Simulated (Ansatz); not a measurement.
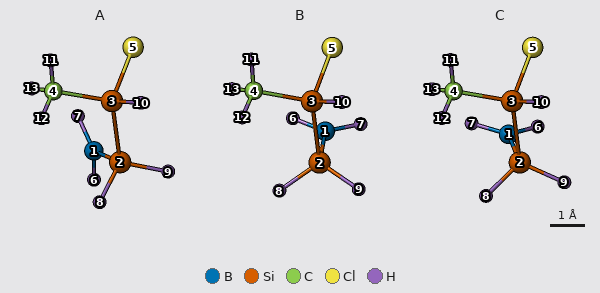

3 geometries from a converged minimum-energy path of CH₈BClSi₂, shuffled. The picture is a ball-and-stick view, seen from a free direction.

Method: Ansatz, RKS BHLYP-D4/def2-SVP. Run with 5 movable images; climbing image; force threshold 0.05 eV/Å; iteration limit 60; starting path through a guess of the saddle point.

**Which of them lies highest in energy?**

A. In order along the path, whose images run from 0 to 6: C (image 1, +0.08 kcal/mol), A (image 3, +2.13 kcal/mol), B (image 6, 0.00 kcal/mol). The motion is a rotation about the B1–Si2 bond by about 180°. No bond forms or breaks between the ends. Bond angles that change up to the highest image, for instance: B1–Si2–Si3 100.0° → 111.8°, B1–Si2–H9 115.0° → 108.3°.
